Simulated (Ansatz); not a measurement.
# triplet C2H3AlFN: levels of theory compared

Aim: a comparison of 5 runs (UHF/STO-3G, UB3LYP/6-31G*, U-wB97X/cc-pVDZ, UBHLYP/cc-pVDZ, UBLYP/cc-pVDZ) of triplet C2H3AlFN. 

Program for the calculation: Ansatz 0.2.0.

114 further runs of the same task are left out: 114 set aside as unsound or not needed. Runs told in other sessions of the task aren't counted.

### Step 1. The system as given

The species is C2H3AlFN (8 atoms), meant as a triplet with charge 0. SMILES of the parent species: `[CH3][Al]([F])[C]#N`. The coordinates come from a PBE0-D4/def2-TZVP relaxation. That shape belongs to the parent species and isn't relaxed for this state.

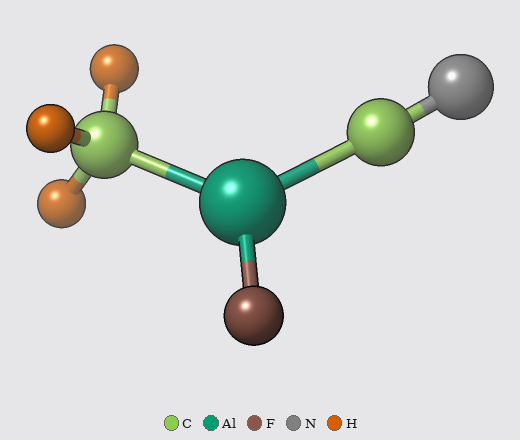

The structure, seen from a chosen angle (carbon green, aluminium teal, fluorine brown, nitrogen grey, hydrogen orange).

### Step 2. A single-point energy at UHF/STO-3G (run 1)

in.yaml reads:

```yaml
basis:
  gaussian:
    orbitals: STO-3G
crystal:
  periodic: [false, false, false]
  atoms:
    - {symbol: C, position_ang: [-0.796200, -0.780200, 0.685800]}
    - {symbol: Al, position_ang: [0.733700, 0.022200, -0.157100]}
    - {symbol: F, position_ang: [2.249400, -0.595500, -0.030200]}
    - {symbol: C, position_ang: [0.623900, 1.626000, -1.228300]}
    - {symbol: "N", position_ang: [0.500000, 2.584900, -1.857400]}
    - {symbol: H, position_ang: [-0.942000, -1.805200, 0.332600]}
    - {symbol: H, position_ang: [-0.659200, -0.835500, 1.769600]}
    - {symbol: H, position_ang: [-1.709600, -0.216500, 0.485000]}
total_charge: 0
magnetization:
  spin_polarized: true
  initial_magnetization: 2
hamiltonian:
  xc: hf
accuracy: high
output: {orbitals: {seedname: orbitals}}
```

Run with:

```bash
$ ansatz run in.yaml --threads 1 --pin off --max-ram 2610MiB --events-out events.jsonl --progress --plain --runs-dir runs
```

The program printed:

```text
Warning: RAYON_NUM_THREADS=1 ignored (pool sized by the plan → 1); use --threads N
Functional definition: HF
  name "HF"
  exchange = exact_x
  correlation = 0
633 factors; integrals over basis functions are off by at most 1.4e-8 eV
mean field evaluation 1: about -12702.7868 eV, gradient 2.8e1 eV
mean field evaluation 2: about -12702.8714 eV, gradient 2.8e1 eV
mean field evaluation 4: about -12710.6113 eV, gradient 6.7e0 eV
mean field evaluation 8: about -12712.5341 eV, gradient 1.6e0 eV
mean field evaluation 16: about -12712.6213 eV, gradient 9.4e-2 eV
mean field evaluation 32: about -12713.0250 eV, gradient 1.9e0 eV
mean field evaluation 64: about -12713.2858 eV, gradient 1.3e-1 eV
mean field evaluation 96: about -12713.4205 eV, gradient 2.6e-1 eV
mean field evaluation 128: about -12705.9247 eV, gradient 1.5e1 eV
mean field evaluation 160: about -12713.3902 eV, gradient 5.6e-1 eV
mean field evaluation 192: about -12712.3579 eV, gradient 2.3e0 eV
mean field evaluation 224: about -12708.0256 eV, gradient 4.3e0 eV
mean field evaluation 256: about -12711.8586 eV, gradient 6.0e-1 eV
mean field evaluation 288: about -12704.2852 eV, gradient 1.0e1 eV
mean field evaluation 320: about -12712.6216 eV, gradient 1.4e-4 eV
mean field evaluation 352: about -12712.8792 eV, gradient 1.7e0 eV
mean field -12713.42800654 eV, -467.2098617692 hartree, gradient 9.1e-8 eV, S^2 2.008850; 6 other end points of the search recorded, 0 dependent functions left out
reference -12713.42800654 eV, -467.2098617692 hartree; 23, 21 occupied and 9, 11 virtual orbitals, 633 factors
Total energy: -12713.42800654 eV, -467.2098617692 hartree
```

Run time: 2.4 s. Hardware: 1 thread of Arm Neoverse V2, shared host.

### Step 3. The energy at UB3LYP/6-31G(d) (spherical functions) (run 2)

in.yaml reads:

```yaml
crystal:
  periodic: [false, false, false]
  atoms:
    - {symbol: C, position_ang: [-0.796200, -0.780200, 0.685800]}
    - {symbol: Al, position_ang: [0.733700, 0.022200, -0.157100]}
    - {symbol: F, position_ang: [2.249400, -0.595500, -0.030200]}
    - {symbol: C, position_ang: [0.623900, 1.626000, -1.228300]}
    - {symbol: N, position_ang: [0.500000, 2.584900, -1.857400]}
    - {symbol: H, position_ang: [-0.942000, -1.805200, 0.332600]}
    - {symbol: H, position_ang: [-0.659200, -0.835500, 1.769600]}
    - {symbol: H, position_ang: [-1.709600, -0.216500, 0.485000]}
basis:
  gaussian:
    orbitals: 6-31G_st_-spherical.json
magnetization:
  spin_polarized: true
  initial_magnetization: 2
hamiltonian:
  xc: {name: B3LYP}
accuracy: high
output:
  orbitals: {seedname: orbitals}
```

The basis set 6-31G* is read from a file made from the Basis Set Exchange's data (not shown).

Run with:

```bash
$ ansatz run in.yaml --threads 1 --pin off --max-ram 2610MiB --events-out events.jsonl --progress --plain --runs-dir runs
```

The program printed, shortened:

```text
Warning: RAYON_NUM_THREADS=1 ignored (pool sized by the plan → 1); use --threads N
Functional definition: B3LYP
  name "B3LYP"
[...]
1754 factors; integrals over basis functions are off by at most 8.3e-9 eV
[...]
mean field -12923.02882699 eV, -474.9125498485 hartree, gradient 2.2e-8 eV, S^2 2.003460; 8 other end points of the search recorded, 0 dependent functions left out
reference -12923.02886768 eV, -474.9125513436 hartree; 23, 21 occupied and 57, 59 virtual orbitals, 1754 factors
Total energy: -12923.02886768 eV, -474.9125513436 hartree
```

It took 72 s on 1 thread of Arm Neoverse V2, shared host; peak memory 0.39 GiB.

Run 3 isn't shown in full; the table further down has it.

### Step 4. The energy at UBHLYP/cc-pVDZ (run 4)

molecule.yaml reads:

```yaml
crystal:
  periodic: [false, false, false]
  atoms:
    - {symbol: C, position_ang: [-0.796200, -0.780200, 0.685800]}
    - {symbol: Al, position_ang: [0.733700, 0.022200, -0.157100]}
    - {symbol: F, position_ang: [2.249400, -0.595500, -0.030200]}
    - {symbol: C, position_ang: [0.623900, 1.626000, -1.228300]}
    - {symbol: "N", position_ang: [0.500000, 2.584900, -1.857400]}
    - {symbol: H, position_ang: [-0.942000, -1.805200, 0.332600]}
    - {symbol: H, position_ang: [-0.659200, -0.835500, 1.769600]}
    - {symbol: H, position_ang: [-1.709600, -0.216500, 0.485000]}
basis:
  gaussian: {orbitals: cc-pVDZ}
magnetization: {spin_polarized: true, initial_magnetization: 2}
hamiltonian: {xc: {name: BHLYP}}
accuracy: high
output: {orbitals: {seedname: orbitals}}
```

Run with:

```bash
$ ansatz run molecule.yaml --threads 1 --pin off --max-ram 2610MiB --events-out events.jsonl --progress --plain --runs-dir runs
```

The program printed:

```text
Warning: RAYON_NUM_THREADS=1 ignored (pool sized by the plan → 1); use --threads N
Functional definition: BHLYP
  name "BHLYP"
  parameter a = 0.5
  exchange = (1 - a)*b88_x + a*exact_x
  correlation = lyp_c
1997 factors; integrals over basis functions are off by at most 3.9e-9 eV
mean field evaluation 1: about -12912.6737 eV, gradient 3.6e1 eV
mean field evaluation 2: about -12900.6186 eV, gradient 6.0e1 eV
mean field evaluation 4: about -12919.1347 eV, gradient 4.5e0 eV
mean field evaluation 8: about -12919.3970 eV, gradient 9.2e-1 eV
mean field evaluation 16: about -12919.8384 eV, gradient 4.5e-1 eV
mean field evaluation 32: about -12920.3642 eV, gradient 1.6e-4 eV
mean field -12920.36416177 eV, -474.8146252078 hartree, gradient 3.8e-8 eV, S^2 2.005180; 4 other end points of the search recorded, 0 dependent functions left out
reference -12920.36418961 eV, -474.8146262308 hartree; 23, 21 occupied and 66, 68 virtual orbitals, 1997 factors
Total energy: -12920.36418961 eV, -474.8146262308 hartree
```

Run time: 37 s. Hardware: 1 thread of Arm Neoverse V2, shared host; peak memory 0.45 GiB.

### Step 5. The energy at UBLYP/cc-pVDZ (run 5)

input.yaml reads:

```yaml
crystal:
  periodic: [false, false, false]
  atoms:
    - {symbol: C, position_ang: [-0.796200, -0.780200, 0.685800]}
    - {symbol: Al, position_ang: [0.733700, 0.022200, -0.157100]}
    - {symbol: F, position_ang: [2.249400, -0.595500, -0.030200]}
    - {symbol: C, position_ang: [0.623900, 1.626000, -1.228300]}
    - {symbol: "N", position_ang: [0.500000, 2.584900, -1.857400]}
    - {symbol: H, position_ang: [-0.942000, -1.805200, 0.332600]}
    - {symbol: H, position_ang: [-0.659200, -0.835500, 1.769600]}
    - {symbol: H, position_ang: [-1.709600, -0.216500, 0.485000]}
basis:
  gaussian: {orbitals: cc-pVDZ}
accuracy: high
hamiltonian: {xc: {name: BLYP}}
output: {orbitals: {seedname: orbitals}}
magnetization: {spin_polarized: true, initial_magnetization: 2}
```

Run with:

```bash
$ ansatz run input.yaml --threads 1 --pin off --max-ram 2610MiB --events-out events.jsonl --progress --plain --runs-dir runs
```

The program printed, shortened:

```text
Warning: RAYON_NUM_THREADS=1 ignored (pool sized by the plan → 1); use --threads N
Functional definition: BLYP
  name "BLYP"
[...]
1997 factors; integrals over basis functions are off by at most 3.9e-9 eV
[...]
mean field -12922.01999306 eV, -474.8754758852 hartree, gradient 4.5e-8 eV, S^2 2.004059; 8 other end points of the search recorded, 0 dependent functions left out
reference -12922.02004797 eV, -474.8754779030 hartree; 23, 21 occupied and 66, 68 virtual orbitals, 1997 factors
Total energy: -12922.02004797 eV, -474.8754779030 hartree
```

It took 32 s on 1 thread of Arm Neoverse V2, shared host; peak memory 0.3 GiB.

### Step 6. Overview of the runs

| run | level | energy (Eh) | HOMO energy (eV) | LUMO energy (eV) | ⟨S²⟩ | wall time |
| --- | --- | --- | --- | --- | --- | --- |
| 1 | UHF/STO-3G | -467.209862 | -4.25 | 3.74 | 2.009 | 2.4 s |
| 2 | UB3LYP/6-31G* (spherical functions) | -474.912551 | -4.35 | – | 2.003 | 72 s |
| 3 | U-wB97X/cc-pVDZ | -474.849599 | -6.73 | -4.62 | 2.004 | 3.2 min |
| 4 | UBHLYP/cc-pVDZ | -474.814626 | -5.65 | -5.41 | 2.005 | 37 s |
| 5 | UBLYP/cc-pVDZ | -474.875478 | -2.72 | – | 2.004 | 32 s |

### Step 7. Results

| quantity | value |
| --- | --- |
| run 5: total energy | -474.87548 Eh |
| run 5: HOMO energy (highest over α and β) | -2.72 eV |
| run 5: ⟨S²⟩ | 2.004 |

In words: Totals of different functionals can't be ranked against each other. In run 1 the basis is minimal, so the values are rough. All runs together took 5.6 min, the longest 3.2 min.
